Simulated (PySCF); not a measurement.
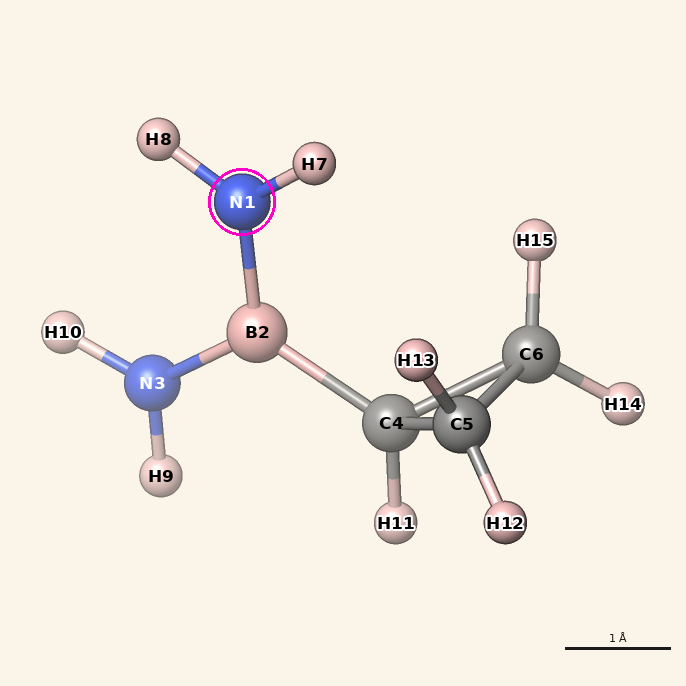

Orthographic view. Atoms fade into the background with distance from the viewer. The geometry was computed by an optimisation with PBE0-D3(BJ)/def2-SVP. No frequency run is at hand to confirm it as a minimum.

**Which atoms are bonded to the circled atom?**

The circled atom is N1; it is bonded to B2, H7, H8.

**Of B2 and N3, which is nearer the viewer?**

B2; the bond to N3 points away from the viewer, so it looks shorter than its 1.42 Å.

**What is the shortest path along bonds from the circled atom to H12?**

N1–B2–C4–C5–H12, 4 bonds; through space the two are 4.19 Å apart.
